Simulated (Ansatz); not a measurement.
# SiH₃Br (singlet): one geometry, many settings at distance Br1–H2 along a hydrogen transfer = 1.321 Å

Aim: run SiH₃Br (singlet) at one geometry under a spread of methods and options, and see what each costs and gives.

Program: Ansatz 0.2.0, Gaussian basis. Level of theory: the settings change from run to run. These are calculated values, not measurements.

3 further runs of the same task are left out: 1 for a mislabelled method, 2 that didn't finish.

## 1. The geometry

The geometry derives from fragments relaxed apart (PBE0/def2-TZVP) and kept rigid, so it is no stationary point. A hydrogen atom is moved between rigid fragments. No spin-orbit coupling is included. The filled d shell of Br may be among the frozen orbitals whatever the setting's name suggests; the logs give the count.

5 atoms, charge 0, spin multiplicity 1.

Atoms are counted from 1 here; the program's logs count them from 0.

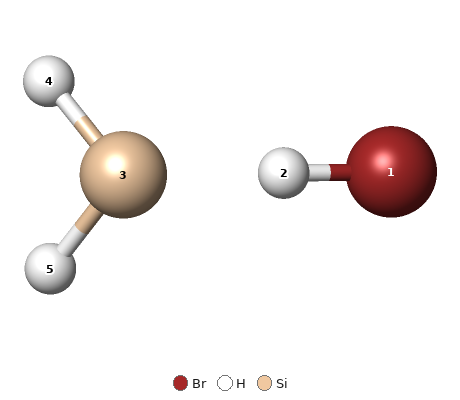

The structure; bromine red, hydrogen white, silicon light orange; atoms are numbered from 1 in the order of the file.

## 2. HF/def2-SVP

in.yaml

```yaml
crystal:
  periodic: [false, false, false]
  atoms:
    - {symbol: Br, position_ang: [-0.914926, 0.015876, 0.000000]}
    - {symbol: H, position_ang: [0.406074, 0.015876, 0.000000]}
    - {symbol: Si, position_ang: [2.374074, 0.015876, 0.000000]}
    - {symbol: H, position_ang: [2.986254, -0.858408, 1.090012]}
    - {symbol: H, position_ang: [2.986254, -0.858408, -1.090012]}
basis:
  gaussian: {orbitals: def2-SVP}
magnetization: {spin_polarized: true, initial_magnetization: 0}
hamiltonian: {xc: hf}
scf: {lower_state_search: full}
output: {forces: true, orbitals: {seedname: orbitals}}
```

The run is started by

```sh
$ ansatz run in.yaml --threads 1 --pin off --events-out ev --progress --plain --max-ram 2393MiB
```

Log:

```text
Functional definition: HF
  name "HF"
  cite "Fock, Z. Phys. 61, 126 (1930) doi:10.1007/BF01340294"
  parent pbe
  exchange = exact_x
  correlation = 0
631 factors; integrals over basis functions are off by at most 1.3e-3 eV
mean field evaluation 1: about -77894.0631 eV, gradient 8.8e0 eV
mean field evaluation 2: about -77894.0700 eV, gradient 8.8e0 eV
mean field evaluation 4: about -77894.8071 eV, gradient 1.1e0 eV
mean field evaluation 8: about -77894.8244 eV, gradient 2.6e-3 eV
mean field evaluation 16: about -77894.7665 eV, gradient 1.5e0 eV
mean field evaluation 32: about -77889.9067 eV, gradient 1.2e1 eV
mean field evaluation 64: about -77894.8244 eV, gradient 3.8e-5 eV
mean field evaluation 96: about -77894.9128 eV, gradient 1.4e-4 eV
mean field -77894.91281831 eV, -2862.5852470045 hartree, gradient 2.4e-5 eV, S^2 0.384475; 4 other end points of the search recorded, 0 dependent functions left out
the calculation of the forces begins
reference -77894.91281831 eV, -2862.5852470045 hartree; 26, 26 occupied and 39, 39 virtual orbitals, 631 factors
Total energy: -77894.91281831 eV, -2862.5852470045 hartree
Atom 0 at    -0.914926     0.015876     0.000000 Å, force    -4.574902    -0.208337     0.000000 eV/Å
Atom 1 at     0.406074     0.015876     0.000000 Å, force     3.031563     0.282874    -0.000000 eV/Å
Atom 2 at     2.374074     0.015876     0.000000 Å, force     2.187422    -0.784442    -0.000000 eV/Å
Atom 3 at     2.986254    -0.858408     1.090012 Å, force    -0.322041     0.354952     0.051865 eV/Å
Atom 4 at     2.986254    -0.858408    -1.090012 Å, force    -0.322041     0.354952    -0.051865 eV/Å
Dipole moment:     0.278129     0.035392    -0.000000 e Å
```

It took 2.8 s on 1 thread of Arm Neoverse V2, shared host.

From the report: ⟨S²⟩ of the determinant 0.384 (pure singlet: 0.00).

## 3. MP2 on UHF/STO-3G

in.yaml: that of step 2 with these lines changed.

```diff
@@ -9,6 +9,5 @@
 basis:
-  gaussian: {orbitals: def2-SVP}
+  gaussian: {orbitals: STO-3G}
 magnetization: {spin_polarized: true, initial_magnetization: 0}
-hamiltonian: {xc: hf}
-scf: {lower_state_search: full}
-output: {forces: true, orbitals: {seedname: orbitals}}
+correlation: {method: mp2, electrons: valence}
+accuracy: high
```

Same command.

Log:

```text
Functional definition: HF
  name "HF"
  cite "Fock, Z. Phys. 61, 126 (1930) doi:10.1007/BF01340294"
  parent pbe
  exchange = exact_x
  correlation = 0
414 factors; integrals over basis functions are off by at most 1.3e-8 eV
mean field evaluation 1: about -77058.2293 eV, gradient 9.8e0 eV
mean field evaluation 2: about -77058.2672 eV, gradient 9.8e0 eV
mean field evaluation 4: about -77059.2299 eV, gradient 3.3e-1 eV
mean field evaluation 8: about -77059.2329 eV, gradient 1.4e-6 eV
mean field evaluation 16: about -77059.2442 eV, gradient 3.4e-4 eV
mean field -77059.24424271 eV, -2831.8749932879 hartree, gradient 3.0e-8 eV, S^2 0.135563; 3 other end points of the search recorded, 0 dependent functions left out
14 core orbitals not correlated: weight in the atoms' cores, before any rotation towards them, 1.000 or more for the frozen orbitals, at most 0.000 for the correlated occupied ones
reference -77059.24424271 eV, -2831.8749932879 hartree; 12, 12 occupied and 4, 4 virtual orbitals, 414 factors
second order -1.23465374 eV of doubles, -0.00000000 eV of singles
Total energy: -77060.47889645 eV, -2831.9203659759 hartree
```

It took 0.42 s on 1 thread of Arm Neoverse V2, shared host.

From the report: ⟨S²⟩ of the determinant 0.136 (pure singlet: 0.00).

## 4. CASSCF(2,6)/cc-pVDZ

in.yaml: that of step 3 with these lines changed.

```diff
@@ -9,5 +9,3 @@
 basis:
-  gaussian: {orbitals: STO-3G}
-magnetization: {spin_polarized: true, initial_magnetization: 0}
-correlation: {method: mp2, electrons: valence}
-accuracy: high
+  gaussian: {orbitals: cc-pVDZ}
+correlation: {active_space: {window: {electrons: 2, orbitals: 6}}}
```

Same command.

Log:

```text
Functional definition: HF
  name "HF"
  cite "Fock, Z. Phys. 61, 126 (1930) doi:10.1007/BF01340294"
  parent pbe
  exchange = exact_x
  correlation = 0
631 factors; integrals over basis functions are off by at most 1.3e-3 eV
mean field evaluation 1: about -77904.3713 eV, gradient 1.2e1 eV
mean field evaluation 2: about -77904.3732 eV, gradient 1.2e1 eV
mean field evaluation 4: about -77905.1026 eV, gradient 1.3e0 eV
mean field evaluation 8: about -77905.1164 eV, gradient 4.2e-3 eV
mean field -77905.11638878 eV, -2862.9602213032 hartree, gradient 5.4e-6 eV, S^2 0.000000; 0 other end points of the search recorded, 0 dependent functions left out
reference -77905.11638878 eV, -2862.9602213032 hartree; 26, 26 occupied and 34, 34 virtual orbitals, 631 factors
state -77906.02891057 eV, -2862.9937558604 hartree
Total energy: -77906.02891057 eV, -2862.9937558604 hartree
```

It took 6.5 s on 1 thread of Arm Neoverse V2, shared host.

From the report: 36 determinants; active occupations 1.90, 0.07, 0.02, 0.01, 0.00, 0.00.

## 5. CCSD(T) on RHF/def2-SVPD

in.yaml: that of step 4 with these lines changed.

```diff
@@ -9,3 +9,5 @@
 basis:
-  gaussian: {orbitals: cc-pVDZ}
-correlation: {active_space: {window: {electrons: 2, orbitals: 6}}}
+  gaussian: {orbitals: def2-SVPD, point_charges: [{charge: 0.50, position_ang: [6.165, 0.124, -0.815]}]}
+magnetization: {spin_polarized: false}
+correlation: {method: ccsd_t, electrons: outside_noble_gas}
+output: {forces: true}
```

Launched as before.

Log, cut to the lines that bear on the results:

```text
Functional definition: HF
  name "HF"
  cite "Fock, Z. Phys. 61, 126 (1930) doi:10.1007/BF01340294"
  parent pbe
[...]
862 factors; integrals over basis functions are off by at most 1.1e-3 eV
[...]
mean field -77894.89022762 eV, -2862.5844168122 hartree, gradient 2.5e-6 eV, S^2 0.000000; 0 other end points of the search recorded, 0 dependent functions left out; unrestricted orbitals would lower it
19 core orbitals not correlated: weight in the atoms' cores, before any rotation towards them, 1.000 or more for the frozen orbitals, at most 0.000 for the correlated occupied ones
reference -77894.89022762 eV, -2862.5844168122 hartree; 7, 7 occupied and 63, 63 virtual orbitals, 862 factors
second order -6.55938267 eV of doubles, -0.00000000 eV of singles
cycle   1  -7.36458660 eV  change   -8.1e-1 eV  update   7.5e-2
[...]
cycle  14  -7.68751431 eV  change   -1.2e-6 eV  update   1.5e-6
perturbative correction -0.21751241 eV, -0.0079934335 hartree
[...]
Total energy: -77902.79525434 eV, -2862.8749211859 hartree
Atom 0 at    -0.914926     0.015876     0.000000 Å, force    -4.615956    -0.238140    -0.000332 eV/Å
Atom 1 at     0.406074     0.015876     0.000000 Å, force     3.483601     0.314612    -0.000965 eV/Å
Atom 2 at     2.374074     0.015876     0.000000 Å, force     1.099643    -0.066287     0.100558 eV/Å
Atom 3 at     2.986254    -0.858408     1.090012 Å, force    -0.056104     0.027911     0.051055 eV/Å
Atom 4 at     2.986254    -0.858408    -1.090012 Å, force     0.053334     0.009594    -0.121867 eV/Å
Dipole moment:     0.002773     0.037536     0.037342 e Å
```

It took 9.5 s on 1 thread of Arm Neoverse V2, shared host; peak memory 0.29 GiB.

From the report: correlation -7.9050 eV; T1 0.012; largest double amplitude 0.09.

## 6. All runs side by side

```
                                           level         correlated  functions  energy (eV)    time
                                     HF/def2-SVP                            65  -77894.9128   2.8 s
                               MP2 on UHF/STO-3G            valence         30  -77060.4789  0.42 s
                             CASSCF(2,6)/cc-pVDZ                            60  -77906.0289   6.5 s
CCSD(T) on RHF/def2-SVPD (beside a point charge)  outside noble gas         89  -77902.7953   9.5 s
```

## 7. Results

```
quantity                                                    value
    runs                                                        4
quickest                                MP2 on UHF/STO-3G, 0.42 s
 slowest  CCSD(T) on RHF/def2-SVPD (beside a point charge), 9.5 s
```

Total energies in different bases, with other cores or another treatment of relativity can't be set against each other. CCSD(T) on RHF/def2-SVPD (beside a point charge) took 23 times as long as MP2 on UHF/STO-3G; the jobs differ in more than the method.
